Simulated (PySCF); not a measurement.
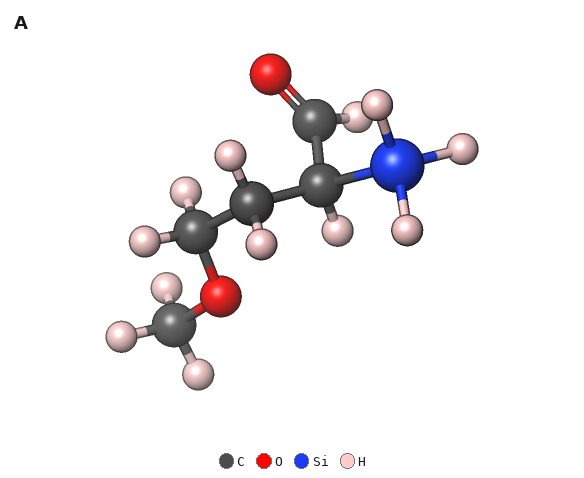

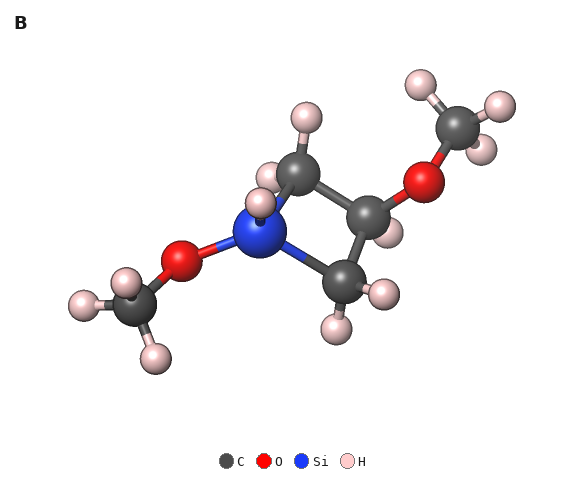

2 stationary structures of one formula. Geometries: GFN2-xTB. Electronic energies: PBE0/pcSseg-1 (PySCF 2.14.0), without zero-point energy. No frequency run is at hand to confirm each as a minimum. Each is one conformer, not always the lowest.

**Are they conformers, stereoisomers or constitutional isomers?**

They are constitutional isomers of C5H12O2Si: A `COCC[C@H]([SiH3])C=O`, B `CO[C@H]1C[Si@H](OC)C1`.

**Which structure is the most stable?**

B is lowest; A lies 68.8 kJ/mol above it.

The geometry is semi-empirical. Around Si such bond lengths and angles can be off by a tenth of an ångström or more and by several degrees, and values that hang on the shape move with them.
